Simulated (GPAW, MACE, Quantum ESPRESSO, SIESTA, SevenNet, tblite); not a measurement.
# Twisted 2H-WS2 double bilayer, 38.21° (84 atoms) in other programs, against a plane-wave reference

Aim: run twisted 2H-WS2 double bilayer, 38.21° (84 atoms) in several programs and set results and cost side by side. A plane-wave run serves as the reference.

Calculated with Quantum ESPRESSO 7.5; Kohn-Sham DFT, PBE, SSSP efficiency 1.3.0 pseudopotentials, plane waves.

### Step 1. Set-up

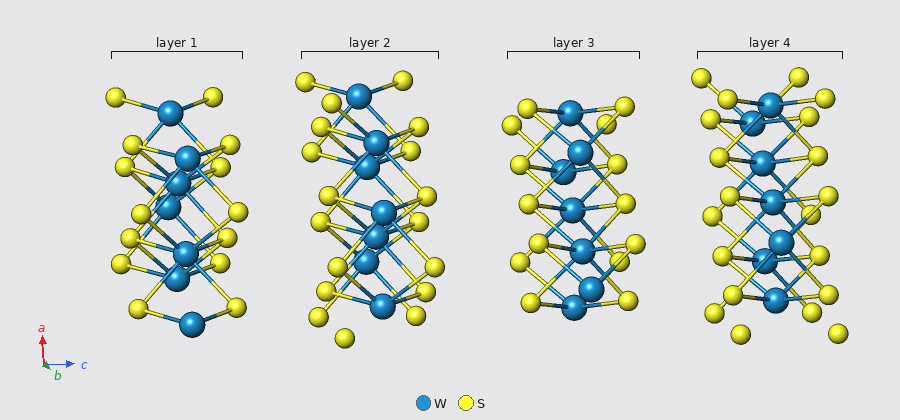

The starting structure, seen from the side, with the c axis across the page (tungsten blue, sulfur yellow). Bonds to atoms that aren't drawn are left out. Some periodic images of atoms are drawn too.

The cell holds 84 atoms: 28 W and 56 S. Cell: a = 8.347 Å, b = 8.347 Å, c = 38.210 Å, α = 90.0°, β = 90.0°, γ = 120.0°. It derives from WS2 (2H-WS2). 2H-WS2 (a = 3.155 Å) under 2H-WS2 (a = 3.155 Å), double bilayer, commensurate cell of 7 unit cells a layer, twist 38.21 deg; facing planes 3.15, 3.36, 3.14 Å apart; 16 Å of vacuum; layers as built, displaced by a Gaussian of 0.01 Å. Then every atom was moved at random, 0.02 Å r.m.s. a Cartesian component. Regions: layer 1, 21 atoms (7 W and 14 S); layer 2, 21 atoms (7 W and 14 S); layer 3, 21 atoms (7 W and 14 S); layer 4, 21 atoms (7 W and 14 S). Vacuum lies along c.

### Step 2. Plane-wave reference

pw.in

```
&control
  calculation = 'scf'
  pseudo_dir = './pseudo'
  outdir = './tmp'
  disk_io = 'none'
  tprnfor = .true.
/
&system
  ibrav = 0
  nat = 84
  ntyp = 2
  ecutwfc = 45
  ecutrho = 360
  nosym = .true.
  occupations = 'smearing'
  smearing = 'fd'
  degauss = 0.003675
/
&electrons
  conv_thr = 4.2e-07
  electron_maxstep = 100
  mixing_beta = 0.4
  mixing_mode = 'local-TF'
  diagonalization = 'david'
/
ATOMIC_SPECIES
W 183.840 W.upf
S 32.060 S.upf
CELL_PARAMETERS angstrom
8.34730 0.00000 0.00000
-4.17365 7.22897 0.00000
0.00000 0.00000 38.21000
ATOMIC_POSITIONS crystal
W 0.18757 0.24063 0.25130
S 0.23564 0.05130 0.29243
S 0.23475 0.04221 0.20894
W 0.33089 0.66199 0.25094
S 0.38166 0.47743 0.29063
S 0.38258 0.47326 0.20898
W 0.48004 0.10024 0.25021
S 0.52962 0.90959 0.29184
S 0.52443 0.90997 0.20993
W 0.61911 0.52285 0.25082
S 0.66861 0.33294 0.29137
S 0.67399 0.33715 0.21058
[... 68 atom lines left out ...]
S 0.57451 0.85579 0.70861
W 0.66601 0.33675 0.74877
S 0.71724 0.57150 0.79064
S 0.71418 0.57327 0.70759
K_POINTS gamma
```

The run is started by

```sh
$ OMP_NUM_THREADS=1 mpirun -np 4 pw.x -in pw.in > output.txt
```

What it wrote:

```text
Program PWSCF
     gamma-point specific algorithms are used
     one sub-group per band group will be used
     scalapack distributed-memory algorithm (size of sub-group:  2*  2 procs)
     Parallelization info
     sticks:   dense  smooth     PW     G-vecs:    dense   smooth      PW
     Min        1544     771    191               448748   158663   19804
     Max        1547     774    194               448763   158694   19830
     Sum        6181    3091    769              1795013   634719   79247
     bravais-lattice index     =            0
     lattice parameter (alat)  =      15.7741  a.u.
     unit-cell volume          =   15559.5160 (a.u.)^3
     number of atoms/cell      =           84
     number of atomic types    =            2
     number of electrons       =       728.00
[... lines left out ...]
     scf convergence threshold =      4.2E-07
[... lines left out ...]
     number of k points=     1  Fermi-Dirac smearing, width (Ry)=  0.0037
[... lines left out ...]
     total energy              =   -5810.91040529 Ry
[... lines left out ...]
     total energy              =   -5810.33794626 Ry
[... lines left out ...]
     total energy              =   -5810.58495150 Ry
[... lines left out ...]
     total energy              =   -5810.58988065 Ry
[... lines left out ...]
     total energy              =   -5810.58988057 Ry
     estimated scf accuracy    <       0.00000045 Ry
     iteration # 32     ecut=    45.00 Ry     beta= 0.40
     negative rho (up, down):  1.887E+00 0.000E+00
     End of self-consistent calculation
          k = 0.0000 0.0000 0.0000 ( 39624 PWs)   bands (ev):
   -68.8887 -68.8716 -68.8585 -68.8513 -68.8507 -68.8393 -68.8376 -68.8339
   -68.8320 -68.8260 -68.8250 -68.8241 -68.8223 -68.8184 -68.8164 -68.8137
   -68.8065 -68.8024 -68.8005 -68.7955 -68.7897 -68.7884 -68.7874 -68.7780
[...]
8.3399   8.3436   8.3523   8.3599   8.3657   8.3742   8.3763   8.3882
     8.4056   8.4087   8.4238   8.4249   8.5070   8.5410   8.5421   8.5613
     8.5856   8.6189   8.6417   8.6803   8.7004
     the Fermi energy is     6.3622 ev
!    total energy              =   -5810.58988037 Ry
     estimated scf accuracy    <       0.00000032 Ry
     smearing contrib. (-TS)   =      -0.00000013 Ry
     internal energy E=F+TS    =   -5810.58988024 Ry
     The total energy is F=E-TS. E is the sum of the following terms:
     one-electron contribution =  -47039.85668372 Ry
     hartree contribution      =   23665.14361948 Ry
     xc contribution           =   -1630.67297544 Ry
     ewald contribution        =   19194.79615944 Ry
     convergence has been achieved in  32 iterations
     negative rho (up, down):  1.887E+00 0.000E+00
     Forces acting on atoms (cartesian axes, Ry/au):
     atom    1 type  1   force =     0.04712808   -0.02826095   -0.05822665
     atom    2 type  2   force =     0.01671991   -0.01983785   -0.02156701
     atom    3 type  2   force =    -0.00629696    0.02260716    0.01189405
[...]
atom   83 type  2   force =    -0.00550123    0.00255764    0.00681789
     atom   84 type  2   force =     0.00224854    0.00031174   -0.00519412
     Total force =     0.340465     Total SCF correction =     0.002065
     Message from routine punch:
     Nothing written, as per user request (disk_io='none')
```

Wall time 15 min (4 MPI ranks of Arm Neoverse V2, shared host); peak memory 8.1 GiB; 58 min of CPU time.

Banners, paths, timers and routine set-up lines are dropped from the logs unmarked, and long logs keep their key lines alone; longer cuts are marked.

Numbers from this run:

```
r.m.s. force component                           : 0.5514 eV/Å
longest force                                    : 2.058 eV/Å
gap (highest filled to lowest empty level) : 1.484 eV
```

### Step 3. Structure statistics

Normalised to the volume that the atoms fill. Pair distribution functions g(r), in bins of 0.2 Å:

```
r (Å)  total   S-S   S-W    W-W
 2.30   2.23  0.00  5.05   0.00
 2.50   2.56  0.00  5.75   0.00
 2.70   0.00  0.00  0.00   0.00
 2.90   0.00  0.00  0.00   0.00
 3.10   4.21  6.59  0.00  11.52
 3.30   0.46  0.78  0.00   1.00
 3.50   0.14  0.33  0.00   0.00
 3.70   0.46  1.03  0.00   0.00
 3.90   1.53  0.13  3.32   0.00
 4.10   0.34  0.13  0.64   0.00
 4.30   0.13  0.29  0.00   0.00
 4.50   1.34  3.02  0.00   0.00
 4.70   0.22  0.26  0.23   0.00
 4.90   0.34  0.55  0.21   0.00
 5.10   2.46  0.09  5.46   0.00
 5.30   0.15  0.17  0.16   0.05
 5.50   1.44  2.04  0.16   4.13
 5.70   0.86  0.88  1.06   0.00
 5.90   0.35  0.24  0.56   0.00
 6.10   0.08  0.02  0.16   0.00
 6.30   1.78  3.15  0.08   3.13
 6.50   0.63  0.84  0.19   1.53
 6.70   1.61  0.26  3.27   0.33
 6.90   0.29  0.27  0.35   0.15
 7.10   0.75  1.33  0.28   0.29
 7.30   0.98  1.27  0.62   1.27
 7.50   0.62  0.21  1.12   0.32
 7.70   0.13  0.13  0.13   0.15
```

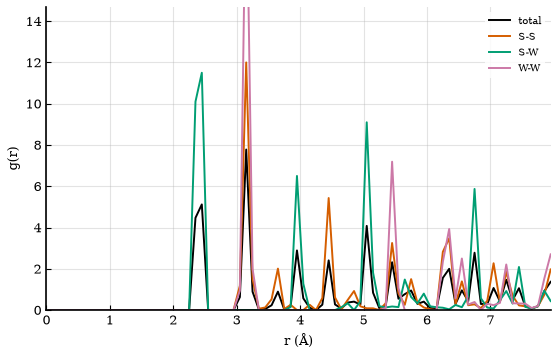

Pair distribution functions, with peaks cut at 14.

Bonds by pair of elements; cutoffs follow the first minimum of g(r), held within bounds set by covalent radii, and pairs that aren't listed don't count as bonded:

```
pair A-B  cutoff (Å)  bonds  mean length (Å)  spread (Å)  shortest (Å)  B about A  A about B
     S-W        3.12    168             2.41       0.033          2.33          3          6
```

How many atoms have how many bonded neighbours:

```
element  mean   3   6
      S     3  56   0
      W     6   0  28
```

Rings of the network by King's shortest-path rule, up to 12 atoms, one path for each pair of neighbours; H, halogens, alkali and alkaline-earth atoms are left out, and the last column divides by all other atoms, bonded or not:

```
ring size (atoms)  rings  per network atom
                4     84                 1
                6    196              2.33
```

### Step 4. What was run beside it

The programs:
- GPAW 26.7.0: PAW with atomic orbitals (LCAO), plane waves or a real-space grid of spacing h.
- MACE: machine-learned potential, published weights.
- Quantum ESPRESSO 7.5: plane waves; labels (QE) give functional, pseudopotential set and cutoffs of waves/density.
- SIESTA 5.4.2: numerical atomic orbitals, whose automatically made sets are far from complete, with PseudoDojo norm-conserving potentials that we converted to its format (checked against plane waves on the same files for H, C, O, Si, Ge and Ca alone); labels give functional, basis size, energy shift and mesh cutoff.
- SevenNet: machine-learned potential, published weights.
- tblite 0.8.0: extended tight binding, driven from Python.

All use the same cell and atoms; the electronic-structure runs use the same k-mesh, and an electronic temperature of 580 K (0.05 eV) where levels are smeared.

Differences are against the plane-wave reference, forces as r.m.s. over components; share is that over the reference's r.m.s. force, slope the least-squares factor from reference forces to these. Total energies of different programs have different zeros and aren't compared.

```
                                                           run  Δ force, r.m.s. (meV/Å)  share (%)  slope  Δ gap (eV)  cores  CPU time  memory (GiB)
                                                     reference                        -          -      -           -      4    58 min           8.1
                                   GPAW LDA, LCAO dzp, h 0.2 Å                      119       21.6  0.970     -0.0552      1   5.9 min           1.8
                                   GPAW PBE, LCAO dzp, h 0.2 Å                      178       32.3  1.114      0.0104      1   3.7 min           1.8
                      GPAW PBE, LCAO sz(dzp), h 0.2 Å (coarse)                     1091        198  1.619       0.112      1      86 s           1.6
                                   MACE MP-0b2 small potential                      129       23.4  0.853           -      1     5.8 s          0.67
             QE PBE, sssp-1.3.0-efficiency, 25/200 Ry (coarse)                     10.1       1.84  1.009      0.0012      4    26 min           3.6
                  SIESTA PBE, DZP, shift 0.001 Ry, mesh 300 Ry                      220       39.9  1.132      0.0476      2   7.2 min           2.0
          SIESTA PBE, DZP, shift 0.01 Ry, mesh 150 Ry (coarse)                      129       23.5  1.065      0.0187      2      73 s          0.72
                   SIESTA PBE, DZP, shift 0.01 Ry, mesh 300 Ry                      129       23.5  1.065      0.0186      2   2.6 min           1.3
           SIESTA PBE, SZ, shift 0.01 Ry, mesh 300 Ry (coarse)                      771        140  1.510      -0.005      1      56 s          0.67
SIESTA revPBE, PBE potentials, DZP, shift 0.01 Ry, mesh 300 Ry                      147       26.7  1.075      0.0491      2   2.7 min           1.3
                                          SevenNet 0 potential                      196       35.6  0.703           -      1       7 s          0.75
                                       SevenNet l3i5 potential                      160       29.0  0.769           -      1     8.2 s           1.1
                                               tblite GFN1-xTB                     87.2       15.8  1.045           -      1      18 s          0.17
```

Rows marked coarse were listed beforehand as settings not expected to be converged; some can still land near the reference.

Times of the machine-learned potentials are mostly Python's start and the loading of weights.

CPU time is summed over cores on a shared host, where runs went side by side, so it is rough. Symmetry, cutoffs, thresholds, outputs and thread counts weren't matched or tuned between programs; memory under MPI is the largest rank's times the ranks.

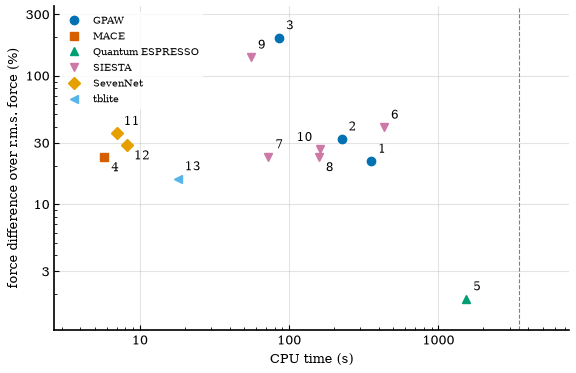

Force difference against CPU time; the dashed line marks the reference's time. Points: 1 GPAW LDA, LCAO dzp, h 0.2 Å; 2 GPAW PBE, LCAO dzp, h 0.2 Å; 3 GPAW PBE, LCAO sz(dzp), h 0.2 Å; 4 MACE MP-0b2 small potential; 5 QE PBE, sssp-1.3.0-efficiency, 25/200 Ry; 6 SIESTA PBE, DZP, shift 0.001 Ry, mesh 300 Ry; 7 SIESTA PBE, DZP, shift 0.01 Ry, mesh 150 Ry; 8 SIESTA PBE, DZP, shift 0.01 Ry, mesh 300 Ry; 9 SIESTA PBE, SZ, shift 0.01 Ry, mesh 300 Ry; 10 SIESTA revPBE, PBE potentials, DZP, shift 0.01 Ry, mesh 300 Ry; 11 SevenNet 0 potential; 12 SevenNet l3i5 potential; 13 tblite GFN1-xTB.

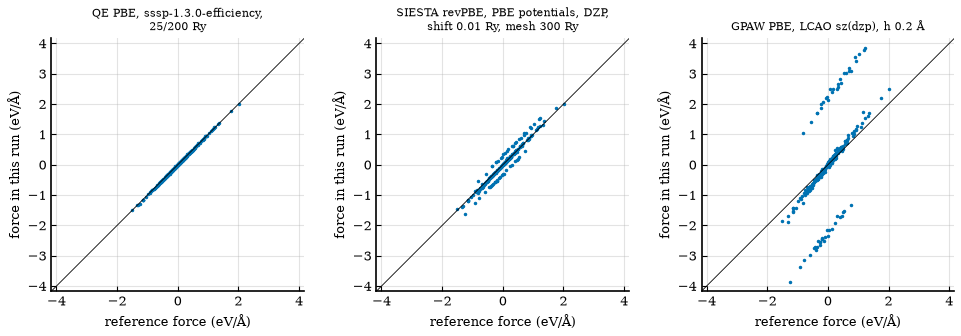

Force components against those of the reference; the line marks equality.

Mean charges by element (e), by run and scheme:

```
                                                           run     scheme      W      S
                  SIESTA PBE, DZP, shift 0.001 Ry, mesh 300 Ry  Hirshfeld  +0.22  -0.11
                   SIESTA PBE, DZP, shift 0.01 Ry, mesh 300 Ry  Hirshfeld  +0.24  -0.12
SIESTA revPBE, PBE potentials, DZP, shift 0.01 Ry, mesh 300 Ry  Hirshfeld  +0.24  -0.12
                                               tblite GFN1-xTB   Mulliken  +0.40  -0.20
```

Within one program, basis, potentials and functional, energies share a zero. Each run against its twin at the usual cutoff or grid and solver:

```
                                        run                              twin  Δ energy (meV/atom)  Δ force, r.m.s. (meV/Å)  CPU time over the twin's
   QE PBE, sssp-1.3.0-efficiency, 25/200 Ry  sssp-1.3.0-efficiency, 45/360 Ry                 83.4                     10.1                      0.44
SIESTA PBE, DZP, shift 0.01 Ry, mesh 150 Ry   DZP, shift 0.01 Ry, mesh 300 Ry                -2.87                     3.57                      0.46
```

A second geometry, displaced anew (every atom was moved at random, 0.06 Å r.m.s. a Cartesian component), gives an energy difference that all programs can be tested on. The reference puts it at 85.81 meV/atom.

```
                                                           run  energy less the first geometry's (meV/atom)  error (meV/atom)  force share at the second geometry (%)
                                          SevenNet 0 potential                                        57.32             -28.5                                    37.6
                                   MACE MP-0b2 small potential                                        70.15             -15.7                                    26.9
                                       SevenNet l3i5 potential                                        65.36             -20.5                                    30.5
                                   GPAW PBE, LCAO dzp, h 0.2 Å                                        93.83              8.02                                    14.1
                   SIESTA PBE, DZP, shift 0.01 Ry, mesh 300 Ry                                        90.84              5.03                                    9.99
                                   GPAW LDA, LCAO dzp, h 0.2 Å                                        84.87            -0.945                                    8.23
                               GPAW PBE, LCAO sz(dzp), h 0.2 Å                                        126.7              40.9                                    80.4
                      QE PBE, sssp-1.3.0-efficiency, 25/200 Ry                                        86.46             0.645                                   0.883
                  SIESTA PBE, DZP, shift 0.001 Ry, mesh 300 Ry                                        95.00              9.19                                    16.9
                    SIESTA PBE, SZ, shift 0.01 Ry, mesh 300 Ry                                        120.8              35.0                                    60.7
                   SIESTA PBE, DZP, shift 0.01 Ry, mesh 150 Ry                                        90.83              5.02                                    9.99
SIESTA revPBE, PBE potentials, DZP, shift 0.01 Ry, mesh 300 Ry                                        91.25              5.44                                    11.3
```

### Step 5. Summary of results

```yaml
reference_r_m_s_force_component: 0.551 eV/Å
nearest_in_forces: QE PBE, sssp-1.3.0-efficiency, 25/200 Ry (coarse), 1.8 %
farthest_in_forces: GPAW PBE, LCAO sz(dzp), h 0.2 Å (coarse), 198 %
cheapest_electronic_structure_run_beside_the_reference: tblite GFN1-xTB, 18 s of CPU time
```

The PBE runs in local orbitals, coarse settings apart, differ by 23 % (SIESTA PBE, DZP, shift 0.01 Ry, mesh 300 Ry) to 40 % (SIESTA PBE, DZP, shift 0.001 Ry, mesh 300 Ry); basis, grid and potentials can all enter. Tight binding differs by 16 % (tblite GFN1-xTB); it is another model, with fitted parameters of its own, and the xTB methods hold dispersion. Machine-learned potentials differ by 23 % (MACE MP-0b2 small potential) to 36 % (SevenNet 0 potential); they were trained on other programs' data. Among those trained on PBE data the slope goes as low as 0.70, which softening far from their training structures can give, though the reference's k-sampling is untested too. Rows with another functional or a dispersion term differ by 22 % (GPAW LDA, LCAO dzp, h 0.2 Å) to 27 % (SIESTA revPBE, PBE potentials, DZP, shift 0.01 Ry, mesh 300 Ry), which mixes the change of model with differences of basis and potentials, some of them made for another functional. Runs with settings chosen to be coarse differ by 1.8 % (QE PBE, sssp-1.3.0-efficiency, 25/200 Ry) to 198 % (GPAW PBE, LCAO sz(dzp), h 0.2 Å), their programs' other errors included. Of the electronic-structure runs that take under half the reference's CPU time, QE PBE, sssp-1.3.0-efficiency, 25/200 Ry comes nearest, at 1.8 % in 26 min against 58 min. GPAW PBE, LCAO dzp, h 0.2 Å stiffens the forces by a factor of 1.11 while following their directions (correlation 0.965); the difference isn't even, but is largest on one element. At the same functional, gaps differ from the reference's 1.48 eV by between -0.01 and +0.11 eV. These are spacings on the run's k-points, which needn't hold the band edges. Charges hang on model, scheme and program or settings: among these rows the mean for W runs from +0.22 to +0.40 e. The energy difference between the two geometries, 85.8 meV/atom in the reference, is met best by QE PBE, sssp-1.3.0-efficiency, 25/200 Ry (coarse) (+0.645) and worst by GPAW PBE, LCAO sz(dzp), h 0.2 Å (coarse) (+40.9). In the reference: filled and empty levels are parted by 1.48 eV on the run's k-points; the mesh holds the band edges only if they fold onto it, so the gap at this level can be narrower or closed. In the reference: first main peaks of g(r), for some of the pairs, lie near 3.15 Å (S-S), 2.40 Å (S-W) and 3.16 Å (W-W). Periodic xTB results under one method name differ between programs and library versions. Machine-learned potentials mimic data converged in k, so the reference's own k-point error enters their differences. The reference's PBE has no dispersion term, which matters for the binding between molecules or layers. The electronic-structure runs sample only Γ, in a cell whose shortest periodic width is 7 Å. Spin–orbit coupling is left out, which matters for the levels of the heavy elements.

[Also dropped from logs without a mark: logging warnings of Python, and SIESTA's first energy breakdown and zero terms.]

[Logs are printed without paths, hosts, clocks, repeated set-up lines and the standing remarks that a program may print on its own settings, such as how far it seeks lower states.]

[Hosts, paths, dates, database ids (printed as entryN), source tags and the programs' standing remarks are cut or masked in the printed files.]
